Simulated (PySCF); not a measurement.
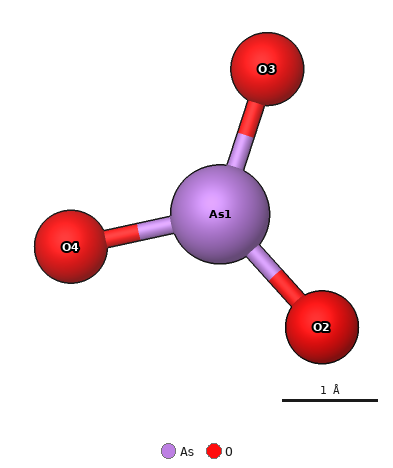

The input geometry (ball-and-stick view, seen on its broad side; atoms are numbered from 1 in the order of the input). Bond lengths as drawn: As–O 1.61 Å.

# Run report: AsO3 (charge −1), single-point calculation

The run: single-point calculation of AsO3, charge −1. Method and program: RHF/ano-rcc-vdzp (PySCF 2.14.0).

## The input
```python
from pyscf import gto, scf

mol = gto.M(
    atom='As 0 0 0; O 1.6093 0 0; O -0.8046 1.3937 0; O -0.8047 -1.3937 0',
    basis='ano-rcc-vdzp',
    charge=-1,
    spin=0,
    verbose=4,
)
mf = scf.RHF(mol)
mf = mf.sfx2c1e()
mf.level_shift = 1.0
mf.kernel()
mf.dip_moment()
print('orbital energies (hartree):', mf.mo_energy[..., max(0, mol.nelec[1]-3):mol.nelec[0]+3].round(4))
```

Run on 1 CPU thread, shared host.

Run as:
```bash
OMP_NUM_THREADS=1 python input.py
```

## What the program printed
```
PySCF version 2.14.0

[INPUT] verbose = 4
[INPUT] num. atoms = 4
[INPUT] num. electrons = 58
[INPUT] charge = -1
[INPUT] spin (= nelec alpha-beta = 2S) = 0
[INPUT] symmetry False subgroup None
[INPUT] Mole.unit = angstrom
[INPUT] Symbol           X                Y                Z      unit          X                Y                Z       unit  Magmom
[INPUT]  1 As     0.000000000000   0.000000000000   0.000000000000 AA    0.000000000000   0.000000000000   0.000000000000 Bohr   0.0
[INPUT]  2 O      1.609300000000   0.000000000000   0.000000000000 AA    3.041136252263   0.000000000000   0.000000000000 Bohr   0.0
[INPUT]  3 O     -0.804600000000   1.393700000000   0.000000000000 AA   -1.520473639825   2.633711299806   0.000000000000 Bohr   0.0
[INPUT]  4 O     -0.804700000000  -1.393700000000   0.000000000000 AA   -1.520662612438  -2.633711299806   0.000000000000 Bohr   0.0

nuclear repulsion = 296.879013070945
number of shells = 12
number of NR pGTOs = 309
number of NR cGTOs = 69
basis = ano-rcc-vdzp
ecp = {}

******** <class 'pyscf.x2c.sfx2c1e.sfX2C1eRHF'> ********
method = sfX2C1eRHF
initial guess = minao
damping factor = 0
level_shift factor = 1.0
DIIS = <class 'pyscf.scf.diis.CDIIS'>
diis_start_cycle = 1
diis_space = 8
diis_damp = 0
SCF conv_tol = 1e-09
SCF conv_tol_grad = None
SCF max_cycles = 50
direct_scf = True
direct_scf_tol = 1e-13

******** <class 'pyscf.x2c.sfx2c1e.SpinFreeX2CHelper'> ********
approx = 1e
xuncontract = 1
Set gradient conv threshold to 3.16228e-05
Initial guess from minao.
init E= -2484.1598155895
  HOMO = -0.0807187239210201  LUMO = 0.63167075133706  gap/eV = 19.38511
cycle= 1 E= -2483.54075828418  delta_E= 0.619  |g|= 1.11  |ddm|= 3.27
  HOMO = -0.175970866332251  LUMO = 1.25461305326459  gap/eV = 38.92817
cycle= 2 E= -2483.81122730037  delta_E= -0.27  |g|= 0.262  |ddm|= 0.933
  HOMO = -0.272077563408915  LUMO = 1.26093600218312  gap/eV = 41.71542
cycle= 3 E= -2483.83050291797  delta_E= -0.0193  |g|= 0.129  |ddm|= 0.213
  HOMO = -0.261620545182341  LUMO = 1.2723549174999  gap/eV = 41.74160
cycle= 4 E= -2483.83659041625  delta_E= -0.00609  |g|= 0.0651  |ddm|= 0.129
  HOMO = -0.266334209700466  LUMO = 1.27063089611084  gap/eV = 41.82295
cycle= 5 E= -2483.83837284824  delta_E= -0.00178  |g|= 0.0334  |ddm|= 0.0738
  HOMO = -0.265789356609759  LUMO = 1.2711703112815  gap/eV = 41.82280
cycle= 6 E= -2483.83888152051  delta_E= -0.000509  |g|= 0.0178  |ddm|= 0.0408
  HOMO = -0.26685730429079  LUMO = 1.27094602421238  gap/eV = 41.84576
cycle= 7 E= -2483.83904301473  delta_E= -0.000161  |g|= 0.00963  |ddm|= 0.025
  HOMO = -0.26683515344136  LUMO = 1.27106458261691  gap/eV = 41.84838
cycle= 8 E= -2483.83909339631  delta_E= -5.04e-05  |g|= 0.00535  |ddm|= 0.015
  HOMO = -0.266955728033762  LUMO = 1.27095395674719  gap/eV = 41.84865
cycle= 9 E= -2483.83910988426  delta_E= -1.65e-05  |g|= 0.00301  |ddm|= 0.0093
  HOMO = -0.266942257216323  LUMO = 1.27092167817943  gap/eV = 41.84741
cycle= 10 E= -2483.83911526868  delta_E= -5.38e-06  |g|= 0.00176  |ddm|= 0.00554
  HOMO = -0.266892879909737  LUMO = 1.27087079864289  gap/eV = 41.84468
cycle= 11 E= -2483.83911718144  delta_E= -1.91e-06  |g|= 0.00102  |ddm|= 0.00328
  HOMO = -0.26687322681949  LUMO = 1.2708678629204  gap/eV = 41.84407
cycle= 12 E= -2483.83911783736  delta_E= -6.56e-07  |g|= 0.000601  |ddm|= 0.00197
  HOMO = -0.266868691418932  LUMO = 1.27085999443266  gap/eV = 41.84373
cycle= 13 E= -2483.83911806775  delta_E= -2.3e-07  |g|= 0.000357  |ddm|= 0.00119
  HOMO = -0.266864156457551  LUMO = 1.27085880139402  gap/eV = 41.84357
cycle= 14 E= -2483.83911814905  delta_E= -8.13e-08  |g|= 0.000213  |ddm|= 0.000715
  HOMO = -0.26686322432507  LUMO = 1.27085820555648  gap/eV = 41.84353
cycle= 15 E= -2483.83911817801  delta_E= -2.9e-08  |g|= 0.000127  |ddm|= 0.000435
  HOMO = -0.266863920459368  LUMO = 1.27085801060485  gap/eV = 41.84355
cycle= 16 E= -2483.83911818829  delta_E= -1.03e-08  |g|= 7.58e-05  |ddm|= 0.000259
  HOMO = -0.266864090299356  LUMO = 1.27085798353907  gap/eV = 41.84355
cycle= 17 E= -2483.83911819196  delta_E= -3.67e-09  |g|= 4.55e-05  |ddm|= 0.000153
  HOMO = -0.266864394959011  LUMO = 1.27085789020738  gap/eV = 41.84355
cycle= 18 E= -2483.83911819329  delta_E= -1.33e-09  |g|= 2.74e-05  |ddm|= 9.09e-05
  HOMO = -0.266864611861688  LUMO = 1.27085780569758  gap/eV = 41.84356
cycle= 19 E= -2483.83911819377  delta_E= -4.78e-10  |g|= 1.64e-05  |ddm|= 5.49e-05
  HOMO = -0.266864698188086  LUMO = 0.270858718049626  gap/eV = 14.63220
```

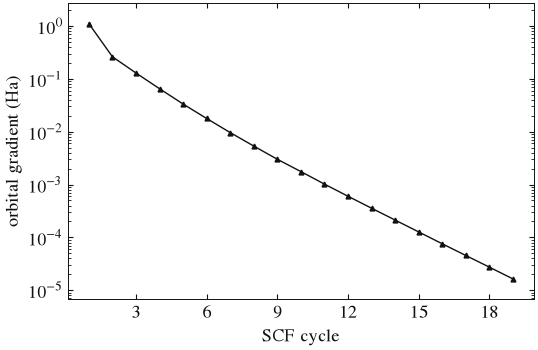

Convergence of the self-consistent field: orbital gradient against the SCF cycle. The residual falls at every step.

```
Extra cycle  E= -2483.83911819401  delta_E= -2.41e-10  |g|= 6.25e-06  |ddm|= 6.12e-05
converged SCF energy = -2483.83911819401
Dipole moment(X, Y, Z, Debye):  0.00001,  0.00009,  0.00000
orbital energies (hartree): [-0.275  -0.275  -0.2669  0.2709  0.2844  0.3397]
```

## Summary

| quantity | value |
| --- | --- |
| outcome | converged |
| SCF energy | −2483.839118 hartree |
| wall time | 16 s |
